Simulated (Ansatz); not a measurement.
## Group exchange: CH5NO + CH7NSi → H3NO + C2H9NSi

Species: CH5NO `CON`, singlet; CH7NSi `CN[SiH3]`, singlet; H3NO (hydroxylamine) `NO`, singlet; C2H9NSi `CCN[SiH3]`, singlet. The partners trade CH3 for H: O–CH3 and C–H bonds give way to O–H and C–CH3.

Shapes, held fixed at every level: PBE0-D4/def2-TZVP. Flexible molecules stand in one conformer, not always the lowest. Programs: Ansatz 0.2.0. The zero-point and thermal change to 298 K, harmonic and unscaled (PBE0-D4/def2-TZVP), is +1.7 kJ/mol.

| level | kind | ΔH(298 K) (kJ/mol) | less CCSD(T)/CBS estimate |
| --- | --- | --- | --- |
| HF/def2-SVP | Hartree–Fock | -31.5 | +16.0 |
| SPW92/def2-TZVPP | LDA | -43.9 | +3.6 |
| B3LYP-D4/def2-TZVPP | global hybrid | -39.9 | +7.6 |
| wB97M-V/def2-TZVPP | range-separated hybrid | -44.2 | +3.3 |
| MP2/def2-TZVPP | perturbation theory | -49.3 | -1.8 |
| CCSD(T)/def2-SVP | coupled cluster or CI | -40.0 | +7.5 |
| CCSD/def2-TZVPP | coupled cluster or CI | -45.1 | +2.4 |
| CCSD(T)/CBS estimate | coupled cluster or CI | -47.5 | 0.0 |

The highest level, CCSD(T)/CBS estimate, gives ΔH(298 K) = -47.5 kJ/mol; the levels span -49.3 to -31.5. The column of differences is taken from that level and isn't an error. No measured value is set beside it here. The CBS estimate extrapolates MP2 from def2-TZVPP and def2-QZVPP and adds CCSD(T) − MP2 in the triple-zeta set, cores frozen.

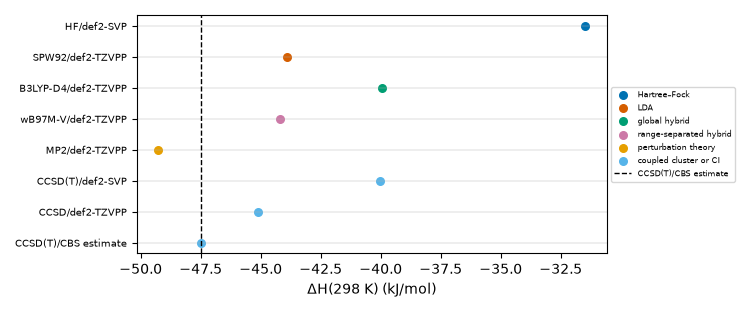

The values of the table, level by level.
